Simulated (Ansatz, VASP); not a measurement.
**Cross-check of TiSi between VASP and Ansatz**

One calculation is typed for both programs; each brings its own data sets. How far apart do they land? The cell is generated by rule, not measured, and may not be a known phase. The cell is taken from a series of VASP runs on this material, whose earlier steps may have relaxed, scaled or displaced it; both programs get it as it stands. Valence electrons are named where the data sets of a main pair hold unlike numbers.

Program: Ansatz 0.2.0. Level of theory: plane waves, with VASP 6.6.1 beside it; band structure at PBEsol and band structure at PBEsol, spin-orbit coupling. Results are calculated unless marked as measured.

The structure was built from a prototype and need not be the compound's stable phase.

**1. The structure**

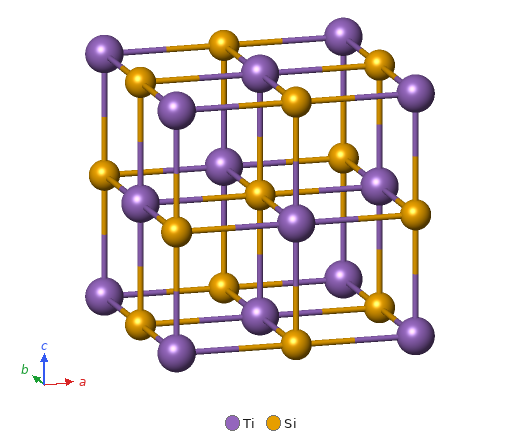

Start, viewed slightly off an axis; titanium purple, silicon orange. This picture shows the conventional cell, with its axes. Some periodic images of atoms are drawn too.

**2. VASP: band structure, PBEsol**

A single point gives forces, pressure and levels at one fixed geometry, so differences don't come from the geometry; what else differs is listed under the comparison.

Lines of VASP's logs that name or quote its potential files are left out, and so is its time.

The input, INCAR:

```
SYSTEM = TiSi
PREC = Accurate
ENCUT = 400
EDIFF = 1E-06
NELM = 100
ISMEAR = 0
SIGMA = 0.02
LREAL = .FALSE.
ALGO = Normal
GGA = PS
NBANDS = 20
LASPH = .TRUE.
LORBIT = 11
LWAVE = .FALSE.
LCHARG = .FALSE.
KPAR = 4
ISIF = 2
```

The input, POSCAR:

```
TiSi
1.0
    0.0000000000      2.7050000000      2.7050000000
    2.7050000000      0.0000000000      2.7050000000
    2.7050000000      2.7050000000      0.0000000000
Ti Si
1 1
Direct
    0.0000000000      0.0000000000      0.0000000000
    0.5000000000      0.5000000000      0.5000000000
```

The input, KPOINTS:

```
Automatic mesh
0
Gamma
12 12 12
0 0 0
```

The input, KPOINTS_OPT:

```
Line mode
24
Line-mode
Reciprocal
  0.00000000   0.00000000   0.00000000 GAMMA
  0.50000000   0.00000000   0.50000000 X

  0.50000000   0.00000000   0.50000000 X
  0.50000000   0.25000000   0.75000000 W

  0.50000000   0.25000000   0.75000000 W
  0.37500000   0.37500000   0.75000000 K

  0.37500000   0.37500000   0.75000000 K
  0.00000000   0.00000000   0.00000000 GAMMA

  0.00000000   0.00000000   0.00000000 GAMMA
  0.50000000   0.50000000   0.50000000 L

  0.50000000   0.50000000   0.50000000 L
  0.62500000   0.25000000   0.62500000 U

  0.62500000   0.25000000   0.62500000 U
  0.50000000   0.25000000   0.75000000 W

  0.50000000   0.25000000   0.75000000 W
  0.50000000   0.50000000   0.50000000 L

  0.50000000   0.50000000   0.50000000 L
  0.37500000   0.37500000   0.75000000 K

  0.62500000   0.25000000   0.62500000 U
  0.50000000   0.00000000   0.50000000 X
```

Potentials, in the order of the species: Ti_sv and Si (PBE family, release 64).

The run is started by

```bash
$ mpirun -np 4 vasp_std
```

Numbers of over 12 decimals in the logs are rounded to 6 here.

What it wrote:

```text
[banner, memory and clock lines left out]
running    4 mpi-ranks, on    1 nodes
 distrk:  each k-point on    1 cores,    4 groups
 distr:  one band on    1 cores,    1 groups

 POSCAR found type information on POSCAR TiSi
 POSCAR found :  2 types and       2 ions
|                                                                             |
|               ----> ADVICE to this user running VASP <----                  |
|                                                                             |
|     You enforced a specific xc type in the INCAR file but a different       |
|     [... a line on the potential file left out ...]
|     I HOPE YOU KNOW WHAT YOU ARE DOING!                                     |
|                                                                             |

 LDA part: xc-table for (Slater+PW92), standard interpolation
 POSCAR, INCAR and KPOINTS ok, starting setup
 FFT: planning ... GRIDC
 FFT: planning ... GRID_SOFT
 FFT: planning ... GRID
 WAVECAR not read
 entering main loop
       N       E                     dE             d eps       ncg     rms          rms(c)
DAV:   1     0.104615577123E+03    0.10462E+03   -0.59803E+03  2880   0.678E+02
DAV:   2    -0.114004471731E+02   -0.11602E+03   -0.10954E+03  2932   0.218E+02
DAV:   3    -0.174462793047E+02   -0.60458E+01   -0.59374E+01  3712   0.510E+01
DAV:   4    -0.176414603838E+02   -0.19518E+00   -0.19453E+00  3432   0.821E+00
DAV:   5    -0.176479344491E+02   -0.64741E-02   -0.64735E-02  3476   0.146E+00    0.110E+01
DAV:   6    -0.151473206344E+02    0.25006E+01   -0.39357E+00  3252   0.289E+01    0.604E+00
DAV:   7    -0.146341885022E+02    0.51313E+00   -0.10799E+00  3164   0.140E+01    0.251E+00
DAV:   8    -0.146421973393E+02   -0.80088E-02   -0.13738E-01  3396   0.560E+00    0.192E+00
DAV:   9    -0.145725151595E+02    0.69682E-01   -0.56047E-02  3244   0.361E+00    0.261E-01
DAV:  10    -0.145730761519E+02   -0.56099E-03   -0.47327E-03  3236   0.435E-01    0.325E-01
DAV:  11    -0.145732091222E+02   -0.13297E-03   -0.10506E-04  3544   0.661E-02    0.501E-01
DAV:  12    -0.145729939220E+02    0.21520E-03   -0.29564E-04  3352   0.130E-01    0.245E-02
DAV:  13    -0.145729963686E+02   -0.24466E-05   -0.19360E-05  3332   0.285E-02    0.383E-02
DAV:  14    -0.145729956359E+02    0.73272E-06   -0.66515E-07  2428   0.621E-03
   1 F= -.14572996E+02 E0= -.14572910E+02  d E =-.172235E-03
 Start KPOINTS_OPT (optional k-point list driver)
k-point batch [1-72\240]
       N       E                     dE             ncg
DAV:   1    -0.845631036897E+04   -0.41538E+05     2920
DAV:   2    -0.166826574205E+05   -0.82263E+04     2936
DAV:   3    -0.171004691205E+05   -0.41781E+03     3724
DAV:   4    -0.171120588708E+05   -0.11590E+02     3548
DAV:   5    -0.171123815354E+05   -0.32266E+00     3452
DAV:   6    -0.171123917421E+05   -0.10207E-01     3572
DAV:   7    -0.171123921220E+05   -0.37983E-03     3592
DAV:   8    -0.171123921370E+05   -0.15038E-04     3032
DAV:   9    -0.171123921376E+05   -0.58160E-06     2124
[...]
k-point batch [217-240\240]
       N       E                     dE             ncg
DAV:   1     0.210299688131E+05   -0.16085E+05      976
DAV:   2     0.183306468206E+05   -0.26993E+04      972
DAV:   3     0.181911993359E+05   -0.13945E+03     1304
DAV:   4     0.181878448638E+05   -0.33545E+01     1220
DAV:   5     0.181877578756E+05   -0.86988E-01     1184
DAV:   6     0.181877551602E+05   -0.27155E-02     1200
DAV:   7     0.181877550619E+05   -0.98264E-04     1196
DAV:   8     0.181877550580E+05   -0.39163E-05     1096
DAV:   9     0.181877550578E+05   -0.15258E-06      756
```

From OUTCAR (step 2):

```text
ion  position               nearest neighbor table
   1  0.000  0.000  0.000-   2 2.71   2 2.71   2 2.71   2 2.71   2 2.71   2 2.71
   2  0.500  0.500  0.500-   1 2.71   1 2.71   1 2.71   1 2.71   1 2.71   1 2.71

  LATTYP: Found a face centered cubic cell.
 ALAT       =     5.4100000000

 Subroutine GETGRP returns: Found 48 space group operations
 (whereof 48 operations were pure point group operations)

The static configuration has the point symmetry O_h .

 Found     72 irreducible k-points:

   k-points           NKPTS =     72   k-points in BZ     NKDIM =     72   number of bands    NBANDS=     20

   dimension x,y,z NGX =    28 NGY =   28 NGZ =   28
   dimension x,y,z NGXF=    56 NGYF=   56 NGZF=   56

   ENCUT  =  400.0 eV  29.40 Ry    5.42 a.u.   6.24  6.24  6.24*2*pi/ulx,y,z

   NELECT =      16.0000    total number of electrons

 k-points in reciprocal lattice and weights: Automatic mesh
   0.00000000  0.00000000  0.00000000       0.001
   0.08333333  0.00000000  0.00000000       0.005
   0.16666667  0.00000000  0.00000000       0.005
   0.25000000  0.00000000  0.00000000       0.005
   0.33333333  0.00000000  0.00000000       0.005
   0.41666667  0.00000000  0.00000000       0.005
   0.50000000  0.00000000  0.00000000       0.002
   0.08333333  0.08333333  0.00000000       0.003
   0.16666667  0.08333333  0.00000000       0.014
[...]
-0.33333333  0.50000000  0.16666667       0.007
  -0.25000000  0.50000000  0.25000000       0.003

 average (electrostatic) potential at core
       1 -74.8217       2 -82.1787

 E-fermi :   6.3272

 k-point     1 :       0.0000    0.0000    0.0000
  band No.  band energies     occupation
      1     -50.7600      2.00000
      2     -27.0862      2.00000
      3     -27.0862      2.00000
      4     -27.0862      2.00000
      5      -3.0169      2.00000
      6       6.3872      0.00002
      7       6.3872      0.00002
      8       6.3872      0.00002
      9       6.6130      0.00000
     10       6.6130      0.00000
    ...

 k-point     2 :       0.0833    0.0000    0.0000
  band No.  band energies     occupation
    ...
      4     -27.0866      2.00000
      5      -2.9159      2.00000
      6       6.1818      2.00000
      7       6.3203      1.37288
      8       6.3203      1.37275
      9       6.5302      0.00000
     10       6.5302      0.00000
     11       8.7148      0.00000
     12       9.2590      0.00000
     13       9.2590      0.00000
    ...

 k-point     3 :       0.1667    0.0000    0.0000
  band No.  band energies     occupation
    ...
      4     -27.0877      2.00000
      5      -2.6179      2.00000
      6       5.5299      2.00000
      7       5.9153      2.00000
      8       5.9153      2.00000
      9       6.6785      0.00000
     10       6.6785      0.00000
     11       8.2926      0.00000
     12       9.8862      0.00000
     13       9.8862      0.00000
    ...

  Total       -4.3378510     -4.3378510     -4.3378510     -0.0000000      0.0000000     -0.0000000
  in kB     -175.5712548   -175.5712548   -175.5712548     -0.0000000      0.0000000     -0.0000000
  external PRESSURE =    -175.5712548 kB  Pullay stress =       0.0000000 kB

  energy-cutoff  :      400.00
  volume of cell :       39.59
      direct lattice vectors                 reciprocal lattice vectors
     0.000000000  2.705000000  2.705000000    -0.184842884  0.184842884  0.184842884
     2.705000000  0.000000000  2.705000000     0.184842884 -0.184842884  0.184842884
     2.705000000  2.705000000  0.000000000     0.184842884  0.184842884 -0.184842884

 POSITION                                       TOTAL-FORCE (eV/Angst)
 -----------------------------------------------------------------------------------
      0.00000      0.00000      0.00000         0.000000      0.000000      0.000000
      2.70500      2.70500      2.70500        -0.000000      0.000000     -0.000000
 -----------------------------------------------------------------------------------
    total drift:                               -0.000000      0.000000      0.000000

  FREE ENERGIE OF THE ION-ELECTRON SYSTEM (eV)
  ---------------------------------------------------
  free  energy   TOTEN  =       -14.5729956359 eV

  energy  without entropy=      -14.5728234013  energy(sigma->0) =      -14.57290952

 total charge
# of ion       s       p       d       tot
------------------------------------------
    1        2.147   6.078   1.868  10.093
    2        0.792   0.858   0.000   1.650
--------------------------------------------------
tot          2.939   6.936   1.868  11.743

[... 3 further parts left out ...]
```

The PAW data sets were made with PBE, which is usual practice but a small mismatch for other functionals.

**3. Ansatz: band structure, PBEsol**

Ansatz runs on its default PAW (the set named soft_2) files.

The same cell, functional, mesh and smearing now go to Ansatz, which takes its cutoff from its data sets.

The input, input.yaml:

```yaml
crystal:
  lattice:
    - [0.0, 2.705, 2.705]
    - [2.705, 0.0, 2.705]
    - [2.705, 2.705, 0.0]
  atoms:
    - { symbol: Ti, position: [0.0, 0.0, 0.0] }
    - { symbol: Si, position: [0.5, 0.5, 0.5] }
hamiltonian:
  xc: pbesol
  pseudopotentials: { kind: paw }
kpoints:
  mp_grid: { grid: [12, 12, 12] }
  band_path:
    path:
      - [0.0, 0.0, 0.0]
      - [0.17391, 0.0, 0.17391]
      - [0.34783, 0.0, 0.34783]
      - [0.5, 0.0, 0.5]
      - [0.5, 0.08696, 0.58696]
      - [0.5, 0.18478, 0.68478]
      - [0.49457, 0.25543, 0.75]
      - [0.45109, 0.29891, 0.75]
      - [0.40761, 0.34239, 0.75]
      - [0.34239, 0.34239, 0.68478]
      - [0.21196, 0.21196, 0.42391]
      - [0.08152, 0.08152, 0.16304]
      - [0.04348, 0.04348, 0.04348]
      - [0.23913, 0.23913, 0.23913]
      - [0.41304, 0.41304, 0.41304]
      - [0.5163, 0.46739, 0.5163]
      - [0.55978, 0.38043, 0.55978]
      - [0.6087, 0.28261, 0.6087]
      - [0.60326, 0.25, 0.64674]
      - [0.55978, 0.25, 0.69022]
      - [0.5163, 0.25, 0.7337]
      - [0.5, 0.30435, 0.69565]
      - [0.5, 0.3913, 0.6087]
      - [0.5, 0.47826, 0.52174]
      - [0.47283, 0.47283, 0.55435]
      - [0.42391, 0.42391, 0.65217]
      - [0.38043, 0.38043, 0.73913]
      - [0.59239, 0.18478, 0.59239]
      - [0.54891, 0.09783, 0.54891]
      - [0.5, 0.0, 0.5]
    npoints: 1
scf:
  occupations: { method: gaussian, width: 0.02 }
  n_extra_bands: 7
output:
  forces: true
  stress: true
  eigenvalues: true
```

The run is started by

```bash
$ ansatz run input.yaml --threads 2 --pin off --max-ram 4608MiB --backend cpu --events-out ev --progress --plain --runs-dir out
```

What it wrote:

```text
scf.n_extra_bands = 7 over 8 filled bands (N_el = 16.0): the run solves 15 bands
Engine: ansatz 0.2.0, aarch64-unknown-linux-gnu
Pseudopotentials: kind: paw
Pseudopotential: Ti, paw, valence charge 12, recommended cutoff 420 eV (normal), Ti.paw.azcp
Pseudopotential: Si, paw, valence charge 4, recommended cutoff 420 eV (normal), Si.paw.azcp
Functional definition: PBEsol
  exchange = pbesol_x
  correlation = pbesol_c
Crystal: 2 atoms, lattice volume = 39.585 Å³
Basis set: ecut = 420 eV, 749 PW (Γ), exchange–correlation on 54×54×54 points (8 copies of the dense FFT grid, shifted against one another)
Bands: 15, of which v1, the nominal top of the filled ones, is band 8 counted from 1 (7 counted from 0)
Symmetry: 48 space group operations
Space group: Fm-3m (ITA 225), of the structure as read, at distance tolerance 3.4e-5 Å
k-points: 72 of 1728
Non-local potential: Ti, projectors of the file, l = 0: 3, l = 1: 2, l = 2: 3, l = 3: 1
Non-local potential: Si, projectors of the file, l = 0: 2, l = 1: 2, l = 2: 2
PAW form: soft (Blöchl's): semilocal exchange-correlation on the pseudo side does not see the compensation charge
PAW frozen core: Ti, regenerated for the run's functional, and the local potential with it (the file was generated under x = pbe(κ = 0.804, μ = 0.219515), c = pbe(β = 0.066725))
PAW frozen core: Si, regenerated for the run's functional, and the local potential with it (the file was generated under x = pbe(κ = 0.804, μ = 0.219515), c = pbe(β = 0.066725))
PAW one-centre angular grid: Ti, 590 points (default); XC on 64 Gauss nodes
PAW one-centre angular grid: Si, 110 points (default); XC on 64 Gauss nodes
Initial density: superposition of atomic densities (neutral atoms: chi_scale 0, normalization atom), corrected by the library's trained network
Initial wavefunctions: pseudopotential atomic-orbital guess
Functional: x = pbesol(κ = 0.804, μ = 0.123457), c = pbesol(β = 0.046)
SCF iter   1: F=—  HF=-3095.879871 eV  |F-HF|=—  |Δ(HF+E_count)|=         —  Δρ=7.60e-3  dr2=2.20e-2  ethr=1.77e-3  ⟨swp⟩=5.6  Hψ=5767  notcnv=0
preconditioner: auto → Kerker (q_TF=auto, 2.346 Å⁻¹)  [metal: Δε(μ)=0.006 eV  Ē_g=6.804 eV  σ=0.020 eV  W_gap=0.18  n_scr=14 (ndim 8)  ℏωp=16.7 eV  f_vac=0.000  D(μ)=1.27/eV (n_scr^D=14)]
SCF iter   2: F=—  HF=-3095.877544 eV  |F-HF|=—  |Δ(HF+E_count)|=   2.33e-3  Δρ=4.14e-3  dr2=6.53e-3  ethr=1.38e-4  ⟨swp⟩=2.0  Hψ=2014  notcnv=0  defer=110
SCF iter   3: F=—  HF=-3095.876690 eV  |F-HF|=—  |Δ(HF+E_count)|=   8.54e-4  Δρ=4.19e-4  dr2=1.00e-4  ethr=4.08e-5  ⟨swp⟩=2.2  Hψ=1413  notcnv=0  defer=131
SCF iter   4: F=—  HF=-3095.876688 eV  |F-HF|=—  |Δ(HF+E_count)|=   2.40e-6  Δρ=6.27e-5  dr2=1.63e-6  ethr=6.28e-7  ⟨swp⟩=2.4  Hψ=1210  notcnv=0  defer=132
SCF iter   5: F=—  HF=-3095.876688 eV  |F-HF|=—  |Δ(HF+E_count)|=   2.41e-7  Δρ=2.00e-5  dr2=3.08e-7  ethr=1.02e-8  ⟨swp⟩=1.5  Hψ=1081  notcnv=0  defer=132
SCF iter   6: F=-3095.876688 eV  HF=-3095.876688 eV  |F-HF|=1.80e-8  |Δ(HF+E_count)|=   5.50e-8  Δρ=5.84e-6  dr2=2.25e-8  ethr=6.25e-10  ⟨swp⟩=7.2  Hψ=4077  notcnv=0
SCF 1 converged in 6 iterations: F = -3095.876688 eV  dr2 = 2.25e-8
  greatest PAW one-centre occupation: 0.999 electrons in one spin orbital (limit 2), on the Ti atom at site 0 (counted from 0), in its partial waves of l = 0
NSCF: frozen V_eff on 30 k-points
SCF converged after 6 iterations
Free energy (F): -3095.876688 eV
Harris-Foulkes:  -3095.876688 eV  (|F-HF|=1.80e-8)
Internal energy: -3095.876515 eV  (E = F + TS)
E sigma→0 (E₀):  -3095.876601 eV
Entropy (-TS):   -0.000174 eV (-0.087 meV/atom)
Fermi energy:    8.711083 eV
--- Per-component energies (eV) ---
  E_band       = -201.078679
  E_kinetic    = 306.305685
  E_local      = -1099.135340  (includes V_loc(G=0)·N_el)
  E_nonlocal   = 35.374111
  E_hartree    = 446.973874
  E_xc         = -149.300153
  E_vxc        = -165.554196  (∫ρ·V_xc dr)
  E_paw        = -1520.769282  (= ΣΔE_a)
  E_vpaw       = -172.021819  (= ΣTr[D̂ρ^β])
  E_aug_tail   = 0.000114  (compensation charges beyond the density's cutoff)
  E_ewald      = -1115.496470
  E_core_change = 0.170945  (= ΣΔE_core)
  E_smearing   = -0.000174  (= −TS)
  E_closure    = -0.000000  (closes the sum)
  Σ components = -3095.876688   (vs F -3095.876688, Δ=0.00e0)
--- Forces (eV/Å), atoms counted from 1 ---
  atom   1  Ti    -0.00000000     0.00000000     0.00000000
  atom   2  Si     0.00000000    -0.00000000     0.00000000
  max |Σ_I F_I| component: 1.03e-30 eV/Å
--- Stress (GPa, compression-positive) ---
      -17.347131       0.000000      -0.000000
        0.000000     -17.347131       0.000000
       -0.000000      -0.000000     -17.347131
  P = ⅓ Tr σ = -17.3471 GPa (-173.471 kbar)
--- Band table (eV; the first three rows and the last of 72) ---
  k-point 0: bands = [... 4 lower, -0.6476, 8.7715, 8.7715, 8.7715, 8.9984, 8.9984, 11.3572, 11.3572, ... 3 higher]
  k-point 1: bands = [... 4 lower, -0.5463, 8.5653, 8.7044, 8.7044, 8.9150, 8.9150, 11.0930, 11.6383, ... 3 higher]
  k-point 2: bands = [... 4 lower, -0.2473, 7.9114, 8.2984, 8.2984, 9.0631, 9.0631, 10.6714, 12.2669, ... 3 higher]
  k-point 71: bands = [... 4 lower, 2.1944, 6.1717, 6.1717, 6.8603, 10.1683, 10.1683, 10.2781, 10.2844, ... 3 higher]
```

Run time: 1.9 s. Hardware: 2 threads of Arm Neoverse V2, shared host; peak memory 0.33 GiB; 3.2 s of CPU time.

**4. Comparison**

Known differences besides the potentials themselves: the cutoff is 420 eV in Ansatz and 400 eV in VASP; Ansatz makes its cores anew for this functional, VASP keeps those of its PBE data sets. Total energies have different zeros and are not compared.

Compared:

| quantity | Ansatz | VASP | difference |
| --- | --- | --- | --- |
| pressure (GPa) | -17.35 | -17.56 | +0.21 |

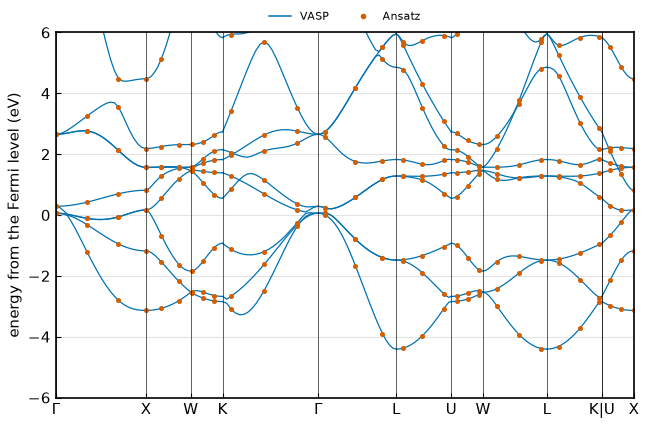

Bands from VASP (lines) and levels from Ansatz (dots). Dots without a line are higher empty bands that the VASP plot leaves out.

Levels from 3 eV below to 2 eV above the Fermi level differ by 3 meV r.m.s. and 9 meV at most; each VASP level is matched to the nearest of Ansatz, which flatters the figure a little.

(Part 1 of 2 ends here.)

[Lines on the potential files, build, host, timing and source positions are cut from VASP's logs without a mark.]

[Logs are printed without paths, hosts, clocks, repeated set-up lines and the standing remarks that a program may print on its own settings, such as how far it seeks lower states.]

[Hosts, paths, dates, database ids (printed as entryN), source tags and the programs' standing remarks are cut or masked in the printed files.]
